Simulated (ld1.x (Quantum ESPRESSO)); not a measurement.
# Pseudopotential generation for Co: TM, PBE

Do these settings give a usable potential? It is generated, then checked for transferability, scattering, ghosts and hardness.

Method: ld1.x (Quantum ESPRESSO) 7.5, PBE, scalar-relativistic.

### 1 The design

Typed settings, in words:

```json
{"element": "cobalt (Co, Z = 27)", "type": "norm-conserving Troullier–Martins (Kleinman–Bylander form)", "frozen core": "[Ne]", "valence charge": "17", "reference configuration": "3s2 3p6 3d7 4s1 4p1", "partial waves": "3p (bound): rc 1.25 bohr; 3d (bound): rc 0.85 bohr; 3s (bound): rc 0.70 bohr", "occupied shells without a wave": "4p, 4s", "local potential": "the s channel", "core correction": "not asked for"}
```

### 2 Generation

The input, Co.in:

```
 &input
   title='Co', zed=27., rel=1, dft='PBE', iswitch=3,
   config='[Ar] 3d7 4s1 4p1',
   nld=3, rlderiv=1.35, eminld=-10.0, emaxld=5.0, deld=0.04
 /
 &inputp
   pseudotype=2, tm=.true., lloc=0,
   nlcc=.false.,
   file_pseudopw='Co.UPF', file_wfcaegen='ae.wfc', file_wfcncgen='nc.wfc', file_beta='beta', file_chi='chi'
 /
3
3P  2  1   6.00   0.00  1.25  1.25  0.0
3D  3  2   7.00   0.00  0.85  0.85  0.0
3S  1  0   2.00   0.00  0.70  0.70  0.0
 &test
   configts(1)='3s2 3p6 3d7 4s1 4p1'
 /
```

On the command line:

```
$ ld1.x < Co.in > Co.out
```

What the program wrote to Co.out (without the banner and most projector matrices):

```text
     Program LD1 v.7.5
     --------------------------- All-electron run ----------------------------

     Co
     scalar relativistic calculation

     atomic number is 27.00
     dft =PBE   lsd =0 sic =0 latt =0  beta=0.20 tr2=1.0E-14
     Exchange-correlation= PBE
                           (   1   4   3   4   0   0   0)
     mesh =1193 r(mesh) =  99.89935 a.u. xmin = -7.00 dx = 0.01250
     1 Ry =  13.60569312 eV, c = 137.03599908

     n l     nl                  e(Ry)          e(Ha)          e(eV)
     1 0     1S 1( 2.00)      -558.2199      -279.1100     -7594.9688
     2 0     2S 1( 2.00)       -66.2053       -33.1027      -900.7695
     2 1     2P 1( 6.00)       -56.7199       -28.3600      -771.7137
     3 0     3S 1( 2.00)        -7.6633        -3.8317      -104.2649
     3 1     3P 1( 6.00)        -4.9613        -2.4807       -67.5022
     3 2     3D 1( 7.00)        -0.7359        -0.3680       -10.0128
     4 0     4S 1( 1.00)        -0.4867        -0.2434        -6.6223
     4 1     4P 1( 1.00)        -0.1558        -0.0779        -2.1191

     final scf error:  1.4E-15 reached in  29 iterations

     Etot =   -2785.975082 Ry,   -1392.987541 Ha,  -37905.122020 eV

     Ekin =    2821.947597 Ry,    1410.973799 Ha,   38394.553017 eV
     Encl =   -6670.647938 Ry,   -3335.323969 Ha,  -90758.788783 eV
     Eh   =    1181.238275 Ry,     590.619137 Ha,   16071.565474 eV
     Exc  =    -118.513016 Ry,     -59.256508 Ha,   -1612.451728 eV

     normalization and overlap integrals

     s(1S/1S) =  1.000000  <r> =   0.0562  <r2> =    0.0042  r(max) =   0.0366
     s(2S/2S) =  1.000000  <r> =   0.2555  <r2> =    0.0770  r(max) =   0.2131
     s(2P/2P) =  1.000000  <r> =   0.2250  <r2> =    0.0622  r(max) =   0.1723
     s(3S/3S) =  1.000000  <r> =   0.7738  <r2> =    0.6916  r(max) =   0.6648
     s(3P/3P) =  1.000000  <r> =   0.8162  <r2> =    0.7864  r(max) =   0.6816
     s(3D/3D) =  1.000000  <r> =   1.0585  <r2> =    1.5055  r(max) =   0.6648
     s(4S/4S) =  1.000000  <r> =   2.8088  <r2> =    9.1805  r(max) =   2.2629
     s(4P/4P) =  1.000000  <r> =   4.0803  <r2> =   19.9835  r(max) =   3.0931

     ------------------------ End of All-electron run ------------------------

     --------------------- Generating NC pseudopotential ---------------------

      Generating local pot.: lloc=0, matching radius rcloc =   0.7000

      Wfc   3P  rcut= 1.258  Using Troullier-Martins method

      Wfc   3D  rcut= 0.843  Using Troullier-Martins method

     ------------------- End of pseudopotential generation -------------------

     [... the all-electron block is printed once more ...]


     Computing logarithmic derivative in   1.34707
     Computing logarithmic derivative in   1.34707
     Computing the partial wave expansion
       no projector for channel:   0
     R is outside the sphere for l=    1 j= 0.00
     R is outside the sphere for l=    2 j= 0.00

     ---------------------- Testing the pseudopotential ----------------------

     Co
     scalar relativistic calculation

     atomic number is 27.00   valence charge is 17.00
     dft =PBE   lsd =0 sic =0 latt =0  beta=0.20 tr2=1.0E-14
     mesh =1193 r(mesh) =  99.89935 xmin = -7.00 dx = 0.01250

     n l     nl             e AE (Ry)        e PS (Ry)    De AE-PS (Ry)
     1 0     3S   1( 2.00)       -7.66333       -7.66362        0.00029
     2 1     3P   1( 6.00)       -4.96132       -4.96133        0.00001
     3 2     3D   1( 7.00)       -0.73593       -0.73588       -0.00005
     2 0     4S   1( 1.00)       -0.48673       -0.49015        0.00341
     3 1     4P   1( 1.00)       -0.15575       -0.15644        0.00069

     eps = 5.1E-15  iter = 15

     Etot =   -2785.975082 Ry,   -1392.987541 Ha,  -37905.122020 eV
     Etotps =  -290.200683 Ry,    -145.100341 Ha,   -3948.381433 eV

     Ekin =     167.383059 Ry,      83.691530 Ha,    2277.362540 eV
     Encl =    -610.166740 Ry,    -305.083370 Ha,   -8301.741421 eV
     Ehrt =     248.129386 Ry,     124.064693 Ha,    3375.972275 eV
     Ecxc =     -29.184740 Ry,     -14.592370 Ha,    -397.078612 eV
     Epseu=     -66.361648 Ry,     -33.180824 Ha,    -902.896214 eV

     ---------------------- End of pseudopotential test ----------------------
```

Wall time 2.7 s (1 thread, shared host). (Generation and the later configuration tests together.)

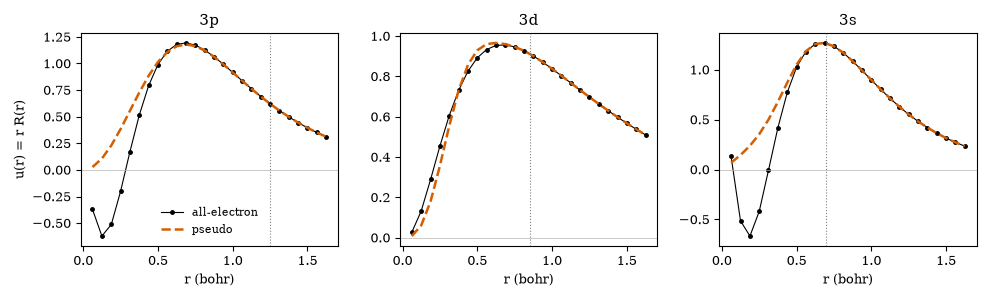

All-electron and pseudo partial waves (3p, 3d, 3s), with the matching radii dotted. The curves join 26 sampled radii, too few to resolve the innermost nodes.

### 3 Transferability test

The input, Co.test.in:

```
 &input
   title='Co', zed=27., rel=1, dft='PBE', iswitch=2,
   config='[Ar] 3d7 4s1 4p1'
 /
 &test
   file_pseudo='Co.UPF', nconf=8,
   configts(1)='3s2 3p6 3d7 4s1 4p1',
   configts(2)='3s2 3p6 3d7 4s2 4p0',
   configts(3)='3s2 3p6 3d7 4s1 4p0',
   configts(4)='3s2 3p6 3d7 4s0 4p0',
   configts(5)='3s2 3p6 3d7 4s0 4p2',
   configts(6)='3s2 3p6 3d8 4s0 4p0',
   configts(7)='3s2 3p6 3d6 4s2 4p0',
   configts(8)='3s2 3p6 3d7 4s1.5 4p0'
 /
```

On the command line:

```
$ ld1.x < Co.test.in > Co.test.out
```

Co.test.out, the pseudopotential blocks:

```text
     ---------------------- Testing the pseudopotential ----------------------

     Co
     scalar relativistic calculation

     atomic number is 27.00   valence charge is 17.00
     dft =PBE   lsd =0 sic =0 latt =0  beta=0.20 tr2=1.0E-14
     mesh =1193 r(mesh) =  99.89935 xmin = -7.00 dx = 0.01250

     n l     nl             e AE (Ry)        e PS (Ry)    De AE-PS (Ry)
     1 0     3S   1( 2.00)       -7.66333       -7.66362        0.00029
     2 1     3P   1( 6.00)       -4.96132       -4.96133        0.00001
     3 2     3D   1( 7.00)       -0.73593       -0.73588       -0.00005
     2 0     4S   1( 1.00)       -0.48673       -0.49015        0.00341
     3 1     4P   1( 1.00)       -0.15575       -0.15644        0.00069

     eps = 5.1E-15  iter = 15

     Etot =   -2785.975082 Ry,   -1392.987541 Ha,  -37905.122020 eV
     Etotps =  -290.200683 Ry,    -145.100341 Ha,   -3948.381435 eV

     Ekin =     167.383059 Ry,      83.691530 Ha,    2277.362538 eV
     Encl =    -610.166740 Ry,    -305.083370 Ha,   -8301.741422 eV
     Ehrt =     248.129386 Ry,     124.064693 Ha,    3375.972275 eV
     Ecxc =     -29.184740 Ry,     -14.592370 Ha,    -397.078612 eV
     Epseu=     -66.361648 Ry,     -33.180824 Ha,    -902.896214 eV

     ---------------------- End of pseudopotential test ----------------------

     ---------------------- Testing the pseudopotential ----------------------

     Co
     [...]
     n l     nl             e AE (Ry)        e PS (Ry)    De AE-PS (Ry)
     1 0     3S   1( 2.00)       -7.52658       -7.52592       -0.00067
     2 1     3P   1( 6.00)       -4.82419       -4.82335       -0.00084
     3 2     3D   1( 7.00)       -0.60298       -0.60202       -0.00097
     2 0     4S   1( 2.00)       -0.40202       -0.40479        0.00277
     3 1     4P   1( 0.00)       -0.09383       -0.09417        0.00034

     eps = 3.4E-15  iter = 19

     Etot =   -2786.294851 Ry,   -1393.147426 Ha,  -37909.472698 eV
     Etotps =  -290.523056 Ry,    -145.261528 Ha,   -3952.767539 eV
     dEtot_ae =      -0.319769 Ry
     dEtot_ps =      -0.322373 Ry,   Delta E=       0.002604 Ry

     [...]
     ---------------------- End of pseudopotential test ----------------------

     ---------------------- Testing the pseudopotential ----------------------

     Co
     [...]
     n l     nl             e AE (Ry)        e PS (Ry)    De AE-PS (Ry)
     1 0     3S   1( 2.00)       -8.17488       -8.17628        0.00140
     2 1     3P   1( 6.00)       -5.47350       -5.47456        0.00106
     3 2     3D   1( 7.00)       -1.24646       -1.24763        0.00117
     2 0     4S   1( 1.00)       -0.93803       -0.94281        0.00478
     3 1     4P   1( 0.00)       -0.54886       -0.55056        0.00169

     eps = 2.7E-15  iter = 19

     Etot =   -2785.631149 Ry,   -1392.815574 Ha,  -37900.442564 eV
     Etotps =  -289.855535 Ry,    -144.927768 Ha,   -3943.685463 eV
     dEtot_ae =       0.343934 Ry
     dEtot_ps =       0.345148 Ry,   Delta E=      -0.001214 Ry

     [...]
     ---------------------- End of pseudopotential test ----------------------

     ---------------------- Testing the pseudopotential ----------------------

     Co
     [...]
     n l     nl             e AE (Ry)        e PS (Ry)    De AE-PS (Ry)
     1 0     3S   1( 2.00)       -8.92863       -8.93264        0.00401
     2 1     3P   1( 6.00)       -6.22769       -6.23110        0.00341
     3 2     3D   1( 7.00)       -1.98916       -1.99301        0.00385
     2 0     4S   1( 0.00)       -1.53869       -1.54589        0.00720  !
     3 1     4P   1( 0.00)       -1.07841       -1.08192        0.00350

     eps = 3.5E-16  iter = 13

     Etot =   -2784.397424 Ry,   -1392.198712 Ha,  -37883.656885 eV
     Etotps =  -288.615760 Ry,    -144.307880 Ha,   -3926.817460 eV
     dEtot_ae =       1.577658 Ry
     dEtot_ps =       1.584923 Ry,   Delta E=      -0.007265 Ry

     [...]
     ---------------------- End of pseudopotential test ----------------------

     ---------------------- Testing the pseudopotential ----------------------

     Co
     [...]
     n l     nl             e AE (Ry)        e PS (Ry)    De AE-PS (Ry)
     1 0     3S   1( 2.00)       -7.78104       -7.78227        0.00122
     2 1     3P   1( 6.00)       -5.07925       -5.08007        0.00083
     3 2     3D   1( 7.00)       -0.84920       -0.84999        0.00080
     2 0     4S   1( 0.00)       -0.55385       -0.55780        0.00395
     3 1     4P   1( 2.00)       -0.20516       -0.20613        0.00097

     eps = 6.8E-15  iter = 22

     Etot =   -2785.634942 Ry,   -1392.817471 Ha,  -37900.494175 eV
     Etotps =  -289.857658 Ry,    -144.928829 Ha,   -3943.714345 eV
     dEtot_ae =       0.340140 Ry
     dEtot_ps =       0.343025 Ry,   Delta E=      -0.002884 Ry

     [...]
     ---------------------- End of pseudopotential test ----------------------

     ---------------------- Testing the pseudopotential ----------------------

     Co
     [...]
     n l     nl             e AE (Ry)        e PS (Ry)    De AE-PS (Ry)
     1 0     3S   1( 2.00)       -7.76267       -7.76491        0.00225
     2 1     3P   1( 6.00)       -5.07277       -5.07424        0.00147
     3 2     3D   1( 8.00)       -0.89978       -0.90253        0.00275
     2 0     4S   1( 0.00)       -0.82023       -0.82486        0.00462
     3 1     4P   1( 0.00)       -0.46842       -0.47030        0.00187

     eps = 1.9E-15  iter = 18

     Etot =   -2785.819239 Ry,   -1392.909620 Ha,  -37903.001666 eV
     Etotps =  -290.040948 Ry,    -145.020474 Ha,   -3946.208131 eV
     dEtot_ae =       0.155843 Ry
     dEtot_ps =       0.159735 Ry,   Delta E=      -0.003892 Ry

     [...]
     ---------------------- End of pseudopotential test ----------------------

     ---------------------- Testing the pseudopotential ----------------------

     Co
     [...]
     n l     nl             e AE (Ry)        e PS (Ry)    De AE-PS (Ry)
     1 0     3S   1( 2.00)       -8.67294       -8.67196       -0.00098
     2 1     3P   1( 6.00)       -5.95660       -5.95613       -0.00047
     3 2     3D   1( 6.00)       -1.67487       -1.67267       -0.00220
     2 0     4S   1( 2.00)       -1.06776       -1.07273        0.00497
     3 1     4P   1( 0.00)       -0.63474       -0.63625        0.00151

     eps = 7.7E-15  iter = 22

     Etot =   -2785.179005 Ry,   -1392.589502 Ha,  -37894.290832 eV
     Etotps =  -289.408630 Ry,    -144.704315 Ha,   -3937.605006 eV
     dEtot_ae =       0.796078 Ry
     dEtot_ps =       0.792053 Ry,   Delta E=       0.004025 Ry

     [...]
     ---------------------- End of pseudopotential test ----------------------

     ---------------------- Testing the pseudopotential ----------------------

     Co
     [...]
     n l     nl             e AE (Ry)        e PS (Ry)    De AE-PS (Ry)
     1 0     3S   1( 2.00)       -7.83604       -7.83636        0.00032
     2 1     3P   1( 6.00)       -5.13418       -5.13426        0.00008
     3 2     3D   1( 7.00)       -0.91071       -0.91077        0.00006
     2 0     4S   1( 1.50)       -0.66067       -0.66440        0.00374
     3 1     4P   1( 0.00)       -0.30907       -0.31004        0.00097

     eps = 5.9E-15  iter = 19

     Etot =   -2786.030079 Ry,   -1393.015039 Ha,  -37905.870282 eV
     Etotps =  -290.256632 Ry,    -145.128316 Ha,   -3949.142664 eV
     dEtot_ae =      -0.054996 Ry
     dEtot_ps =      -0.055949 Ry,   Delta E=       0.000953 Ry

     [...]
     ---------------------- End of pseudopotential test ----------------------
```

Excitation and ionisation energies from 3s2 3p6 3d7 4s1 4p1, with the error of the potential. The frozen-core shift comes from a second all-electron run, not shown, with the core orbitals held at their reference shape; it is that run's ΔE less the relaxed one.

```tsv
valence configuration	charge	ΔE all-electron (eV)	error AE − PS (meV)	frozen-core shift (meV)
3s2 3p6 3d7 4s2 4p0	0	-4.351	+35	-0.5
3s2 3p6 3d7 4s1 4p0	+1	4.679	-17	+0.5
3s2 3p6 3d7 4s0 4p0	+2	21.465	-99	+2.0
3s2 3p6 3d7 4s0 4p2	0	4.628	-39	+0.5
3s2 3p6 3d8 4s0 4p0	+1	2.120	-53	+4.1
3s2 3p6 3d6 4s2 4p0	+1	10.831	+55	-3.8
3s2 3p6 3d7 4s1.5 4p0	+0.5	-0.748	+13	-0.1
```

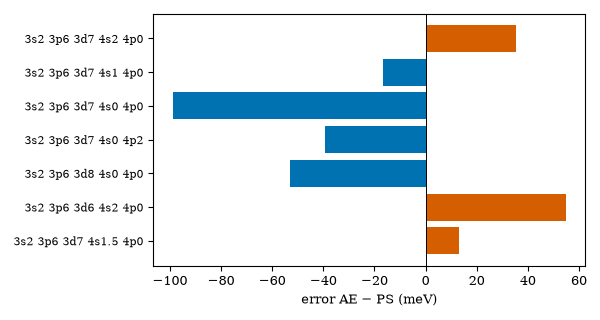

Error of the potential in each test configuration.

### 4 Does it scatter like the atom?

Taken from the files of the generation run. The phase is arctan(r·u′/u) with u = r·R, unwrapped, with energies in Ry. A pole is an energy at which the radial function vanishes at the test radius. The pseudo phase is shifted by a multiple of π to meet the all-electron one at the reference energy. Levels narrower than the energy grid can be missing from the poles. The last column is the largest difference on the grid between −1 and +1 Ry.

| channel | radius (bohr) | reference (Ry) | poles AE | poles PS | window around the reference with phases within 0.05 rad (Ry) | largest difference near zero (rad) |
| --- | --- | --- | --- | --- | --- | --- |
| s | 1.35 | -7.66 | -6.58 | -6.58 | below 3.7 | 0.008 |
| p | 1.35 | -4.96 | -3.61 | -3.61 | the whole range | 0.003 |
| d | 1.35 | -0.74 | 1.05 | 1.06 | the whole range | 0.001 |

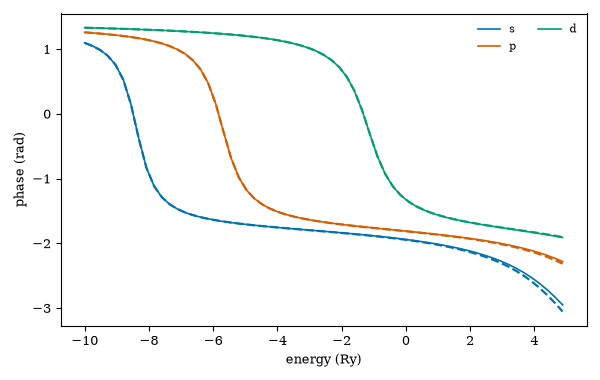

All-electron (solid) and pseudo (dashed) phases against energy.

### 5 Cutoff and ghost test in a Bessel basis

This step uses the generator's waves and projectors in a separate script. Basis: spherical Bessel functions vanishing at 20 bohr, q² up to the cutoff; potential fixed at the reference.

All-electron valence levels (Ry): 3p -4.9613, 4p -0.1557, 3d -0.7359, 3s -7.6633, 4s -0.4867. The lowest levels of each channel (Ry) by cutoff; the last column sums, over occupied levels, occupation times the distance from the level at 400 Ry. A positive value at high cutoff is not a bound level.

```csv
cutoff (Ry),p #1,p #2,d #1,s #1,s #2,f #1,Σ f·Δε (mRy)
8,-1.6408,-0.0496,0.0317,-6.0637,-0.3503,0.0927,28741.2
18,-3.4490,-0.1020,0.0299,-6.4694,-0.4047,0.0927,16961.3
35,-4.7033,-0.1444,0.0260,-6.7994,-0.4220,0.0927,8688.4
55,-4.9372,-0.1549,0.0073,-7.3544,-0.4624,0.0927,5993.4
90,-4.9607,-0.1564,-0.1794,-7.6179,-0.4863,0.0927,3992.9
140,-4.9612,-0.1564,-0.5512,-7.6307,-0.4878,0.0927,1360.0
230,-4.9613,-0.1564,-0.7316,-7.6605,-0.4899,0.0927,35.0
260,-4.9613,-0.1564,-0.7351,-7.6623,-0.4900,0.0927,6.7
400,-4.9613,-0.1564,-0.7358,-7.6632,-0.4901,0.0927,0.0
```

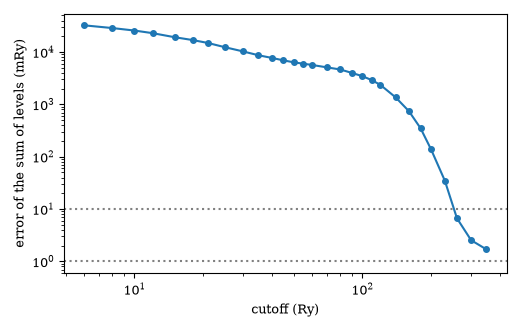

Occupation-weighted error of the valence levels against the cutoff; the dotted lines mark 10 and 1 mRy.

The sum stays within 10 mRy from 260 Ry and within 1 mRy only somewhere over 300 Ry. The sum leaves out empty levels, which can need more. Ghost test: no level below the all-electron spectrum of its channel (p, d, s, f tested).

### 6 Results

| quantity | value |
| --- | --- |
| cutoffs for 10 and 1 mRy, occupied levels | 260 Ry and over 300 Ry |
| bound ghosts | none found |
| largest miss of a reference level | 46 meV (4s) |
| largest test error (AE − PS) | -99 meV, for 3s2 3p6 3d7 4s0 4p0 |
| largest phase difference near zero energy, channels read | 0.008 rad |

**Reading.** Already in the reference configuration the 4s level is off by 46 meV; it has no partial wave or projector of its own. The worst unpolarised test, 3s2 3p6 3d7 4s0 4p0, is off by 99 meV on 21.5 eV; by total energies transferability rates as fair. Freezing the core alone would shift it much less, so the error comes from the pseudisation. It counts as very hard, with 260 Ry needed at the looser tolerance. The tighter tolerance needs over 300 Ry, and converged work needs a cutoff nearer that. It is free of bound ghosts as far as tested. Near zero energy the phases of the channels with partial waves agree within 0.008 rad.
